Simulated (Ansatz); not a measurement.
# Si: a line through an energy map

Aim: follow the energy of Si (Fd-3m, No. 227; 2 atoms in the cell) along one coordinate, strain +e along z and -e/2 along x and y, with the other held at strain +e along x and -e along y = −5.50 %.

Method: DFT LDA, scalar-relativistic, plane waves, PAW, in Ansatz 0.2.0.

1 further run of the same task is left out (set aside as unsound or not needed).

### Step 1. The structure to begin with

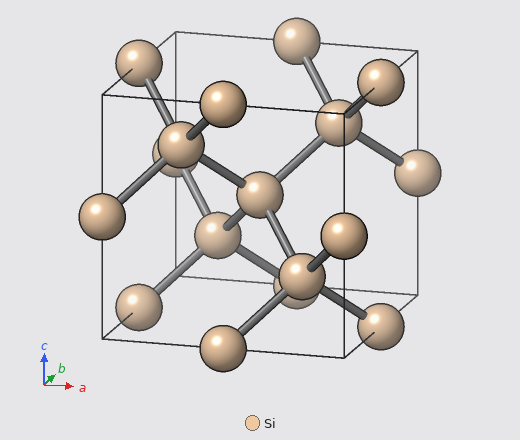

Start, viewed slightly off an axis; silicon light orange. The cell drawn here is the conventional one.

As a file:

```
CELL_PARAMETERS angstrom
0.00000 2.70080 2.70080
2.70080 0.00000 2.70080
2.70080 2.70080 0.00000
ATOMIC_POSITIONS crystal
Si 0.50000 0.50000 0.50000
Si 0.75000 0.75000 0.75000
```

It is the result of an earlier relaxation at this level (volume 19.70 Å³/atom; gap on the mesh: 0.44 eV).

### Step 2. What is varied

The energy is mapped over two homogeneous strains (x along [1 0 0], y along [0 1 0], z along [0 0 1] of the conventional cell).

The axes are (1) strain +e along x and -e along y: 9 values from −11.00 %; (2) strain +e along z and -e/2 along x and y: 9 values from −7.00 %.

Nothing else is relaxed (symmetry fixes all fractional coordinates). Energies count from the relaxed crystal. Points are written as (first, second).

### Step 3. Grid point (−5.50 %, −7.00 %)

input.yaml reads:

```yaml
crystal:
  lattice:
    - [0.0, 2.9438708456, 2.511743015]
    - [2.6467829621, 0.0, 2.511743015]
    - [2.6467829621, 2.9438708456, 0.0]
  atoms:
    - { symbol: Si, position: [0.5, 0.5, 0.5] }
    - { symbol: Si, position: [0.75, 0.75, 0.75] }
basis:
  ecutwfc: 420
kpoints:
  mp_grid: { grid: [12, 12, 12] }
hamiltonian:
  xc: lda
  pseudopotentials: { kind: paw, azcp: { folder: soft_1 } }
scf:
  occupations: { method: gaussian, width: 0.05 }
output:
  forces: true
  stress: true
  eigenvalues: true
```

Run with:

```
$ ansatz run input.yaml --threads 1 --pin off --max-ram 2048MiB --backend cpu --events-out ev --progress --plain --runs-dir out
```

Standard output, cut to the lines that bear on the results:

```text
Warning: <dir> the record states the generating functional pbe (its physics header spells it `PBE`), which answers neither for hamiltonian.xc's functional nor for the lda family's — results may be inconsistent (PPs are generated against a specific XC)
Warning: RAYON_NUM_THREADS=1 ignored (pool sized by the plan → 1); use --threads N
[...]
Pseudopotentials: kind: paw
Pseudopotential: Si, paw, valence charge 4, recommended cutoff 420 eV (normal), <dir>
Functional definition: SPW92
[...]
Crystal: 2 atoms, lattice volume = 39.142 Å³
Basis set: ecut = 420 eV, 769 PW (Γ)
Bands: 8, of which v1, the nominal top of the filled ones, is band 4 counted from 1 (3 counted from 0)
Symmetry: 8 space group operations
Space group: Fddd (ITA 70), of the structure as read, at distance tolerance 3.4e-5 Å
k-points: 280 of 1728
[...]
SCF iter   1: F=—  HF=-1217.397357 eV  |F-HF|=—  |Δ(HF+E_count)|=         —  Δρ=4.68e-2  dr2=8.17e-1  ethr=3.10e-3  ⟨swp⟩=6.6  Hψ=21957  notcnv=0
[...]
SCF iter   6: F=-1217.136610 eV  HF=-1217.136610 eV  |F-HF|=7.09e-11  |Δ(HF+E_count)|=   1.17e-8  Δρ=9.43e-7  dr2=1.83e-10  ethr=8.68e-10  ⟨swp⟩=2.3  Hψ=7940  notcnv=0
[...]
SCF converged after 6 iterations
Free energy (F): -1217.136610 eV
[...]
E sigma→0 (E₀):  -1217.136478 eV
Entropy (-TS):   -0.000264 eV (-0.132 meV/atom)
Fermi energy:    6.479080 eV
[...]
--- Forces (eV/Å), atoms counted from 1 ---
  atom   1  Si     0.00000000     0.00000000     0.00000000
  atom   2  Si     0.00000000     0.00000000     0.00000000
[...]
--- Stress (GPa, compression-positive) ---
        3.790787       0.000000       0.000000
        0.000000      -9.850485       0.000000
        0.000000       0.000000       5.711587
  P = ⅓ Tr σ = -0.1160 GPa (-1.160 kbar)
--- Band table (eV; the first three rows and the last of 280) ---
  k-point 0: bands = ["-5.8216", "5.5877", "6.5470", "6.8070", "8.6820", "8.8845", "9.2250", "9.3922"]
[...]
```

Wall time 1.9 s (1 thread of AMD EPYC 9R45 (Zen 5), shared host); peak memory 0.41 GiB.

On the map this point reads 82 meV/atom.

### Step 4. Point (−5.50 %, −5.25 %)

Changes to input.yaml since step 3:

```diff
@@ -2,5 +2,5 @@
   lattice:
-    - [0.0, 2.9438708456, 2.511743015]
-    - [2.6467829621, 0.0, 2.511743015]
-    - [2.6467829621, 2.9438708456, 0.0]
+    - [0.0, 2.9202388548, 2.5590069965]
+    - [2.6231509713, 0.0, 2.5590069965]
+    - [2.6231509713, 2.9202388548, 0.0]
   atoms:
```

Run with:

```
$ ansatz run input.yaml --threads 1 --pin off --max-ram 2048MiB --backend cpu --events-out ev --progress --plain --runs-dir out
```

Standard output, cut to the lines that bear on the results:

```text
[...]
SCF converged after 6 iterations
Free energy (F): -1217.171199 eV
[...]
E sigma→0 (E₀):  -1217.171031 eV
Entropy (-TS):   -0.000336 eV (-0.168 meV/atom)
Fermi energy:    6.505773 eV
[...]
--- Forces (eV/Å), atoms counted from 1 ---
  atom   1  Si    -0.00000000     0.00000000     0.00000000
  atom   2  Si     0.00000000     0.00000000    -0.00000000
[...]
--- Stress (GPa, compression-positive) ---
        3.943973       0.000000      -0.000000
        0.000000      -9.026374      -0.000000
       -0.000000      -0.000000       5.005178
  P = ⅓ Tr σ = -0.0257 GPa (-0.257 kbar)
--- Band table (eV; the first three rows and the last of 280) ---
  k-point 0: bands = ["-5.8307", "5.6400", "6.5535", "6.6807", "8.7044", "8.7995", "9.1521", "9.4325"]
[...]
```

Wall time 1.7 s (1 thread of AMD EPYC 9R45 (Zen 5), shared host); peak memory 0.41 GiB.

On the map this point reads 65 meV/atom.

### Step 5. The run at (−5.50 %, −3.50 %)

Changes to input.yaml since step 4:

```diff
@@ -2,5 +2,5 @@
   lattice:
-    - [0.0, 2.9202388548, 2.5590069965]
-    - [2.6231509713, 0.0, 2.5590069965]
-    - [2.6231509713, 2.9202388548, 0.0]
+    - [0.0, 2.8966068641, 2.606270978]
+    - [2.5995189806, 0.0, 2.606270978]
+    - [2.5995189806, 2.8966068641, 0.0]
   atoms:
```

Run with:

```
$ ansatz run input.yaml --threads 1 --pin off --max-ram 2048MiB --backend cpu --events-out ev --progress --plain --runs-dir out
```

Standard output, cut to the lines that bear on the results:

```text
[...]
SCF converged after 6 iterations
Free energy (F): -1217.199676 eV
[...]
E sigma→0 (E₀):  -1217.199619 eV
Entropy (-TS):   -0.000114 eV (-0.057 meV/atom)
Fermi energy:    6.509671 eV
[...]
--- Forces (eV/Å), atoms counted from 1 ---
  atom   1  Si    -0.00000000     0.00000000     0.00000000
  atom   2  Si     0.00000000     0.00000000    -0.00000000
[...]
--- Stress (GPa, compression-positive) ---
        4.114911       0.000000      -0.000000
        0.000000      -8.040460      -0.000000
       -0.000000      -0.000000       3.964717
  P = ⅓ Tr σ = 0.0131 GPa (0.131 kbar)
--- Band table (eV; the first three rows and the last of 280) ---
  k-point 0: bands = ["-5.8376", "5.7003", "6.5554", "6.5692", "8.7293", "8.7392", "9.0939", "9.4698"]
[...]
```

Run time: 2 s. Hardware: 1 thread of AMD EPYC 9R45 (Zen 5), shared host; peak memory 0.42 GiB.

On the map this point reads 51 meV/atom.

### Step 6. Changing settings: occupations.method methfessel_paxton, occupations.width 0.025, lower_state_search off, mixing.algorithm msr1, mixing.beta 0.7, mixing.ndim 16, ecutwfc left out

Changes to input.yaml since step 5:

```diff
@@ -8,4 +8,2 @@
     - { symbol: Si, position: [0.75, 0.75, 0.75] }
-basis:
-  ecutwfc: 420
 kpoints:
@@ -16,6 +14,8 @@
 scf:
-  occupations: { method: gaussian, width: 0.05 }
+  occupations: { method: methfessel_paxton, width: 0.025 }
+  lower_state_search: "off"
+  mixing: { algorithm: msr1, beta: 0.7, ndim: 16 }
 output:
   forces: true
+  eigenvalues: true
   stress: true
-  eigenvalues: true
```

Run with:

```
$ ansatz run input.yaml --threads 1 --pin off --max-ram 2048MiB --backend cpu --events-out ev --progress --plain --runs-dir out
```

Standard output, cut to the lines that bear on the results:

```text
Warning: <dir> the record states the generating functional pbe (its physics header spells it `PBE`), which answers neither for hamiltonian.xc's functional nor for the lda family's — results may be inconsistent (PPs are generated against a specific XC)
Warning: RAYON_NUM_THREADS=1 ignored (pool sized by the plan → 1); use --threads N
[...]
Pseudopotentials: kind: paw
Pseudopotential: Si, paw, valence charge 4, recommended cutoff 420 eV (normal), <dir>
Functional definition: SPW92
[...]
Crystal: 2 atoms, lattice volume = 39.249 Å³
Basis set: ecut = 420 eV, 789 PW (Γ)
Bands: 8, of which v1, the nominal top of the filled ones, is band 4 counted from 1 (3 counted from 0)
Symmetry: 8 space group operations
Space group: Fddd (ITA 70), of the structure as read, at distance tolerance 3.4e-5 Å
k-points: 280 of 1728
[...]
SCF iter   1: F=—  HF=-1217.465875 eV  |F-HF|=—  |Δ(HF+E_count)|=         —  Δρ=4.70e-2  dr2=8.26e-1  ethr=3.10e-3  ⟨swp⟩=6.7  Hψ=21914  notcnv=0
[...]
SCF iter   6: F=-1217.199618 eV  HF=-1217.199618 eV  |F-HF|=3.87e-12  |Δ(HF+E_count)|=   3.70e-9  S|Δr|=    0.00e0  Δρ=1.99e-7  dr2=9.17e-12  ethr=1.24e-10  ⟨swp⟩=2.0  Hψ=7255  notcnv=0
[...]
SCF converged after 6 iterations
Stability not checked: this state was not tested for a lower state beside it, because cold or Methfessel-Paxton smearing, or corrected tetrahedra, fill the levels in a way that the test cannot read (fill_not_monotonic; see scf.lower_state_search)
Free energy (F): -1217.199618 eV
[...]
E sigma→0 (E₀):  -1217.199614 eV
Entropy (-TS):   -0.000014 eV (-0.007 meV/atom)
Fermi energy:    6.514013 eV
[...]
--- Forces (eV/Å), atoms counted from 1 ---
  atom   1  Si    -0.00000000     0.00000000     0.00000000
  atom   2  Si     0.00000000     0.00000000    -0.00000000
[...]
--- Stress (GPa, compression-positive) ---
        4.124384       0.000000      -0.000000
        0.000000      -8.044736      -0.000000
       -0.000000      -0.000000       3.965479
  P = ⅓ Tr σ = 0.0150 GPa (0.150 kbar)
--- Band table (eV; the first three rows and the last of 280) ---
  k-point 0: bands = ["-5.8375", "5.7005", "6.5555", "6.5693", "8.7293", "8.7393", "9.0940", "9.4699"]
[...]
```

Run time: 1.9 s. Hardware: 1 thread of AMD EPYC 9R45 (Zen 5), shared host; peak memory 0.41 GiB.

| run | ending | energy change | pressure (GPa) | gap (eV) | force (eV/Å) | cycles | time |
| --- | --- | --- | --- | --- | --- | --- | --- |
| step 5 | converged | 0 | 0.0 | 0.00 | 0.00 | 6 | 2 s |
| variant | converged | 0.0 meV/atom (σ→0) | 0.0 | 0.00 | 0.00 | 6 | 1.9 s |

Changing the smearing, search for lower states and mixing leaves the energy as it was (0.0 meV/atom).

### Step 7. The run at (−5.50 %, −1.75 %)

Changes to input.yaml since step 5:

```diff
@@ -2,5 +2,5 @@
   lattice:
-    - [0.0, 2.8966068641, 2.606270978]
-    - [2.5995189806, 0.0, 2.606270978]
-    - [2.5995189806, 2.8966068641, 0.0]
+    - [0.0, 2.8729748734, 2.6535349594]
+    - [2.5758869899, 0.0, 2.6535349594]
+    - [2.5758869899, 2.8729748734, 0.0]
   atoms:
```

Run with:

```
$ ansatz run input.yaml --threads 1 --pin off --max-ram 2048MiB --backend cpu --events-out ev --progress --plain --runs-dir out
```

Standard output, cut to the lines that bear on the results:

```text
[...]
SCF converged after 6 iterations
Free energy (F): -1217.219737 eV
[...]
E sigma→0 (E₀):  -1217.219648 eV
Entropy (-TS):   -0.000179 eV (-0.089 meV/atom)
Fermi energy:    6.458265 eV
[...]
--- Forces (eV/Å), atoms counted from 1 ---
  atom   1  Si     0.00000000     0.00000000     0.00000000
  atom   2  Si    -0.00000000     0.00000000     0.00000000
[...]
--- Stress (GPa, compression-positive) ---
        4.336586       0.000000       0.000000
        0.000000      -6.904728       0.000000
        0.000000       0.000000       2.573794
  P = ⅓ Tr σ = 0.0019 GPa (0.019 kbar)
--- Band table (eV; the first three rows and the last of 280) ---
  k-point 0: bands = ["-5.8425", "5.7684", "6.4299", "6.5938", "8.6729", "8.7856", "9.0496", "9.5021"]
[...]
```

It took 2 s on 1 thread of AMD EPYC 9R45 (Zen 5), shared host; peak memory 0.41 GiB.

On the map this point reads 40 meV/atom.

[end of part 1 of 2]
